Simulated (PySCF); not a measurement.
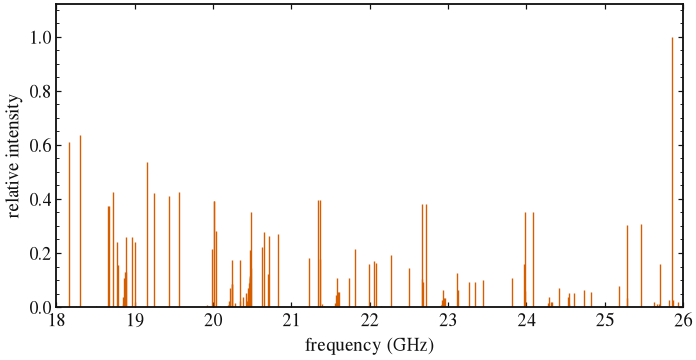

Simulated rotational absorption lines between 18 and 26 GHz at 1.5 K: rigid rotor with the equilibrium constants and dipole of one optimised conformer (PBE0-D3(BJ)/def2-SVP, PySCF), commonest isotopes; no centrifugal distortion, hyperfine structure, internal rotation or nuclear-spin weights; lines within 1 MHz of each other are summed.

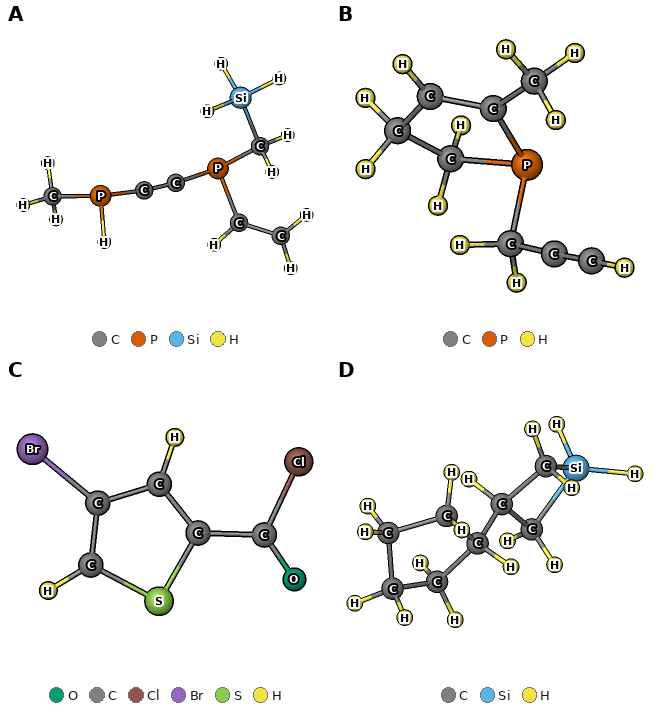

### Which molecule gives this spectrum? The candidates are drawn in the second picture.

Structure D, C₈H₁₆Si, SMILES C1CCC(C2C[SiH2]C2)C1. Rotational constants A, B, C = 3.599, 0.7112, 0.6340 GHz, |μa|, |μb|, |μc| = 0.60, 0.01, 0.20 D.

Caveats: coarse grid, loose stop and no frequency check, small forces are noise and the end may be a saddle.
